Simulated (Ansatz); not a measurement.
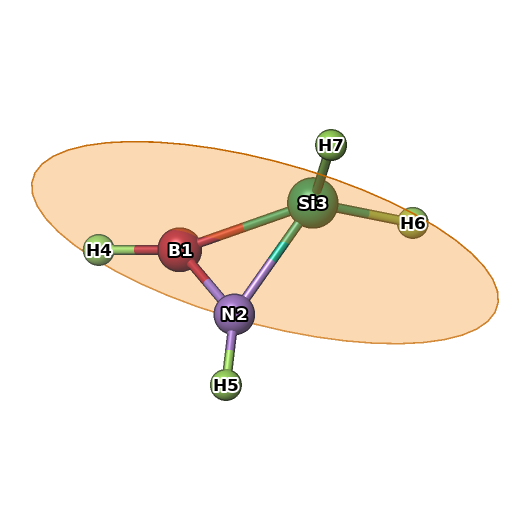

A disc through the centre of mass is drawn in. Distant atoms are faded towards the background colour. The computed structure is the end point of a PBE-D4/def2-SVP optimisation. No frequency run is at hand to confirm it as a minimum.

Is the plane of the disc a mirror plane of the structure?

Answer. No. The point group is Cs, with 1 mirror plane, and this plane isn't one of its mirror planes.
